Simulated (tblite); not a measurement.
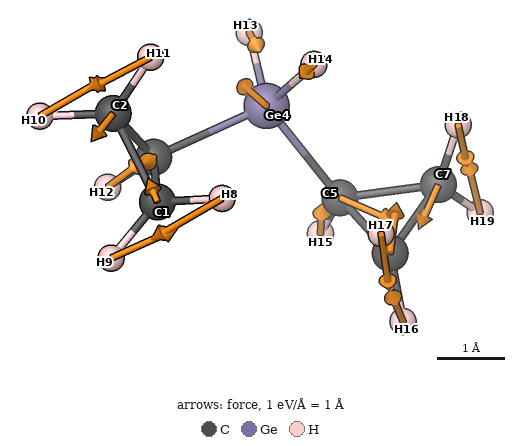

Starting geometry of C₆H₁₂Ge with the computed forces as orange arrows. A ball-and-stick model, seen at a tilt.

These are results of GFN2-xTB geometry optimisation, gas phase in tblite 0.8.0, not measurements. 

Question: Is this structure relaxed? If not, where do the atoms go?

Answer: It isn't relaxed: the largest force vector, on an H atom, is 1.33 eV/Å. The final displacements follow the starting forces only in part (cosine between the two patterns 0.55). The energy falls by 0.505 eV in 38 geometry steps. The largest move after the best rigid fit is that of an H atom, 0.18 Å. Largest moves by element: H 0.18 Å, C 0.07 Å, Ge 0.06 Å. Among the contacts that change: Ge–H 1.569 → 1.509 Å, C–H 1.116 → 1.081 Å, Ge–H 1.542 → 1.507 Å, C–C 1.528 → 1.502 Å. Among the angles between lasting bonds that change: H–C–H 123.3° → 113.6°, H–C–H 121.9° → 113.6°, Ge–C–H 122.6° → 115.4°.
